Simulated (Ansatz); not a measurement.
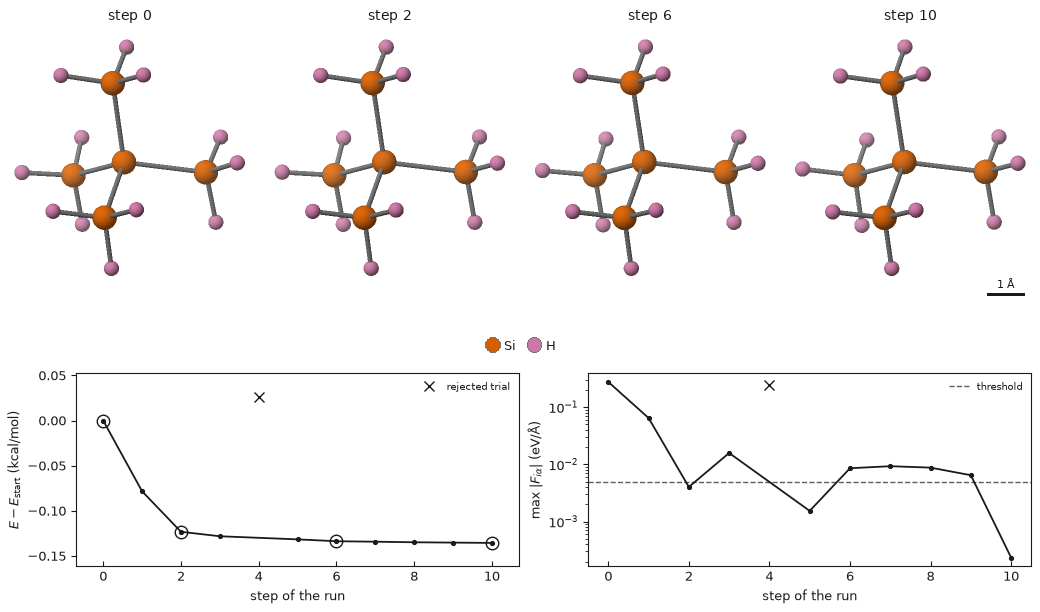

Frames of a relaxation of Si$_{5}$H$_{12}$, marked on the history of the run. A ball-and-stick model, seen at a tilt.

It is one of the separated products of a reaction.

The calculation used RKS PBE0-D4/def2-TZVP (Ansatz). (force threshold 0.005 eV/Å; at most 200 steps)

Question: What happens along the run?

Answer: The largest move after the best rigid fit is that of an H atom, 0.16 Å. Largest moves by element: H 0.16 Å, Si 0.04 Å. Near-neighbour distances that change, for instance: H–Si 1.495 → 1.488 Å. Among the angles between lasting bonds that change: Si–Si–Si 111.9° → 109.5°. Over 9 accepted moves (10 points after the start) the energy falls by 0.14 kcal/mol. The largest force component goes from 0.28 to 0.00023 eV/Å. The line search rejected the trial step at point 4 of the run. The forces were under the threshold at step 2, but the run went on from there. From step 0 to 2: an H atom moves most (0.06 Å), energy −0.12 kcal/mol. From step 2 to 6: an H atom moves most (0.07 Å), energy −0.01 kcal/mol. From step 6 to 10: H atoms move most (0.04 Å), energy 0.00 kcal/mol.

```json
{"step": "0", "E − E(0), kcal/mol": "0.00", "largest force component, eV/Å": "0.2770", "note": ""}
{"step": "1", "E − E(0), kcal/mol": "-0.08", "largest force component, eV/Å": "0.0648", "note": ""}
{"step": "2", "E − E(0), kcal/mol": "-0.12", "largest force component, eV/Å": "0.0040", "note": ""}
{"step": "3", "E − E(0), kcal/mol": "-0.13", "largest force component, eV/Å": "0.0158", "note": ""}
{"step": "4", "E − E(0), kcal/mol": "0.03", "largest force component, eV/Å": "0.2465", "note": "rejected"}
{"step": "5", "E − E(0), kcal/mol": "-0.13", "largest force component, eV/Å": "0.0015", "note": ""}
{"step": "6", "E − E(0), kcal/mol": "-0.13", "largest force component, eV/Å": "0.0086", "note": ""}
{"step": "7", "E − E(0), kcal/mol": "-0.13", "largest force component, eV/Å": "0.0093", "note": ""}
{"step": "8", "E − E(0), kcal/mol": "-0.13", "largest force component, eV/Å": "0.0088", "note": ""}
{"step": "9", "E − E(0), kcal/mol": "-0.14", "largest force component, eV/Å": "0.0065", "note": ""}
{"step": "10", "E − E(0), kcal/mol": "-0.14", "largest force component, eV/Å": "0.0002", "note": ""}
```
